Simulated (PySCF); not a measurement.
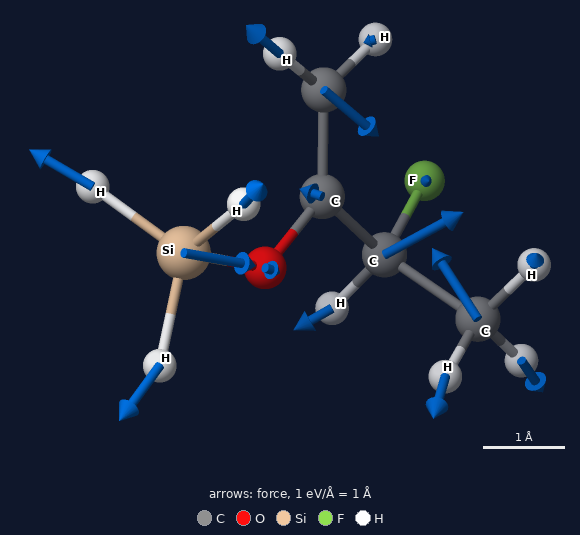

Starting geometry of C4H9FOSi with the computed forces as blue arrows. The picture is a ball-and-stick view, seen from a free direction.

The start comes from GFN2-xTB. Its atoms were then displaced at random by about 0.01 Å.

All numbers below come from PBE0-D3(BJ)/def2-SVP geometry optimisation, gas phase in PySCF. 

What follows when this structure is relaxed?

Answer. It isn't relaxed: the largest force vector, on the Si atom, is 1.23 eV/Å. The final displacements have little in common with the starting forces (cosine between the two patterns 0.23). After 5 geometry steps the energy has fallen by 0.179 eV. The atom that moves furthest after the best rigid fit is an H atom (0.24 Å). Largest moves by element: H 0.24 Å, F 0.18 Å, O 0.11 Å, C 0.08 Å, Si 0.06 Å. Among the contacts that change: H–Si 1.447 → 1.492 Å, C–H 1.077 → 1.098 Å, C–C 1.533 → 1.513 Å, C–H 1.090 → 1.106 Å. Among the angles between lasting bonds that change: O–Si–H 96.9° → 104.9°, C–O–Si 132.0° → 126.3°, H–Si–H 115.1° → 110.9°. Cost: 2.3 min on 1 thread of Intel(R) Xeon(R) Processor @ 2.50GHz, on a shared host.
